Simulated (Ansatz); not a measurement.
# PBE0/STO-3G run of CH2FN (SMILES N=CF)

What is the electronic atomisation energy of CH2FN at PBE0/STO-3G? 

The results are computed with Ansatz 0.2.0.

## (1) The molecule

The species is CH2FN (5 atoms), meant as a singlet with charge 0. SMILES: `N=CF`. Geometry: relaxed at PBE0-D4/def2-TZVP.

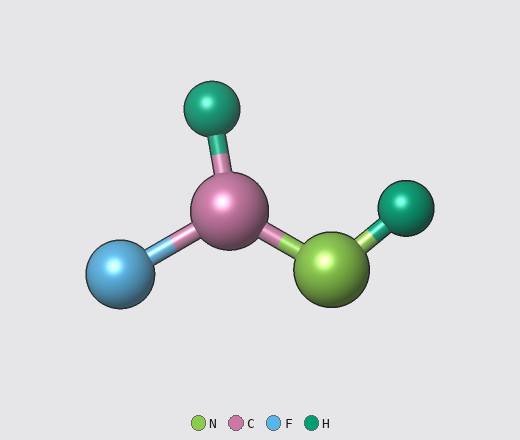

The structure, seen from a chosen angle (nitrogen green, carbon pink, fluorine blue, hydrogen teal).

## (2) A single-point energy at PBE0/STO-3G

The input, input.yaml:

```yaml
crystal:
  periodic: [false, false, false]
  atoms:
    - {symbol: N, position_ang: [-0.719900, -0.454400, -0.439800]}
    - {symbol: C, position_ang: [0.296500, -0.034500, 0.137300]}
    - {symbol: F, position_ang: [1.242400, -0.884800, 0.520800]}
    - {symbol: H, position_ang: [-1.343900, 0.314100, -0.667300]}
    - {symbol: H, position_ang: [0.574800, 0.986000, 0.407600]}
basis:
  gaussian: {orbitals: STO-3G}
hamiltonian: {xc: {name: PBE0}}
accuracy: high
```

Launch:

```console
ansatz run input.yaml --threads 1 --pin off --max-ram 2610MiB --events-out events.jsonl --progress --plain --runs-dir runs
```

Log:

```text
Warning: RAYON_NUM_THREADS=1 ignored (pool sized by the plan → 1); use --threads N
Functional definition: PBE0
  name "PBE0"
  parameter a = 0.25
  parameter kappa = 0.804
  parameter beta = 0.06672455060314922
  exchange = (1 - a)*pbe_x(kappa = kappa, mu = beta*pi^2/3) + a*exact_x
  correlation = pbe_c(beta = beta)
298 factors; integrals over basis functions are off by at most 1.2e-8 eV
mean field evaluation 1: about -5195.5521 eV, gradient 2.8e1 eV
mean field evaluation 2: about -5191.3185 eV, gradient 5.0e1 eV
mean field evaluation 4: about -5197.9658 eV, gradient 1.5e0 eV
mean field evaluation 8: about -5197.9559 eV, gradient 3.2e-3 eV
mean field evaluation 16: about -5197.9559 eV, gradient 5.7e-8 eV
mean field -5197.95588499 eV, -191.0213554724 hartree, gradient 5.7e-8 eV, S^2 0.000000; 0 other end points of the search recorded, 0 dependent functions left out
reference -5197.95588606 eV, -191.0213555118 hartree; 12, 12 occupied and 5, 5 virtual orbitals, 298 factors
Total energy: -5197.95588606 eV, -191.0213555118 hartree
```

It took 0.76 s on 1 thread of Arm Neoverse V2, shared host.

## (3) The C atom at the same level

The input, input.yaml:

```yaml
crystal:
  periodic: [false, false, false]
  atoms:
    - symbol: C
      position_ang: [0.000000, 0.000000, 0.000000]
basis:
  gaussian:
    orbitals: STO-3G
total_charge: 0
magnetization:
  spin_polarized: true
  initial_magnetization: 2
hamiltonian:
  xc: {name: PBE0}
accuracy: high
```

Run the same way, it converges to -37.30347 Eh (log not shown).

## (4) The F atom at the same level

The input, input.yaml:

```yaml
crystal:
  periodic: [false, false, false]
  atoms:
    - symbol: F
      position_ang: [0.000000, 0.000000, 0.000000]
basis:
  gaussian:
    orbitals: STO-3G
accuracy: high
hamiltonian:
  xc: {name: PBE0}
magnetization:
  spin_polarized: true
  initial_magnetization: 1
```

Run the same way, it converges to -98.20282 Eh (log not shown).

## (5) The H atom

The input, molecule.yaml:

```yaml
crystal:
  periodic: [false, false, false]
  atoms:
    - {symbol: H, position_ang: [0.000000, 0.000000, 0.000000]}
basis:
  gaussian: {orbitals: STO-3G}
magnetization: {spin_polarized: true, initial_magnetization: 1}
hamiltonian: {xc: {name: PBE0}}
accuracy: high
```

Run the same way, it converges to -0.46651 Eh (log not shown).

## (6) The N atom

The input, molecule.yaml:

```yaml
crystal:
  periodic: [false, false, false]
  atoms:
    - symbol: "N"
      position_ang: [0.000000, 0.000000, 0.000000]
basis:
  gaussian: {orbitals: STO-3G}
total_charge: 0
magnetization: {spin_polarized: true, initial_magnetization: 3}
hamiltonian: {xc: pbe0}
accuracy: high
```

Run the same way, it converges to -53.83895 Eh (log not shown).

## (7) What came out

Level: PBE0/STO-3G.

| quantity | value |
| --- | --- |
| molecule: total energy | -191.02136 Eh |
| C atom: total energy | -37.30347 Eh |
| C atom: ⟨S²⟩ | 2.000 |
| F atom: total energy | -98.20282 Eh |
| F atom: ⟨S²⟩ | 0.750 |
| H atom: total energy | -0.46651 Eh |
| H atom: ⟨S²⟩ | 0.750 |
| N atom: total energy | -53.83895 Eh |
| N atom: ⟨S²⟩ | 3.750 |
| electronic atomisation energy | 20.221 eV |

**Reading.** Taking the molecule apart into free atoms costs 20.22 eV (1951 kJ/mol), before zero-point energy and without spin-orbit coupling. In a minimal basis such a difference can be off by several eV, whatever the method.
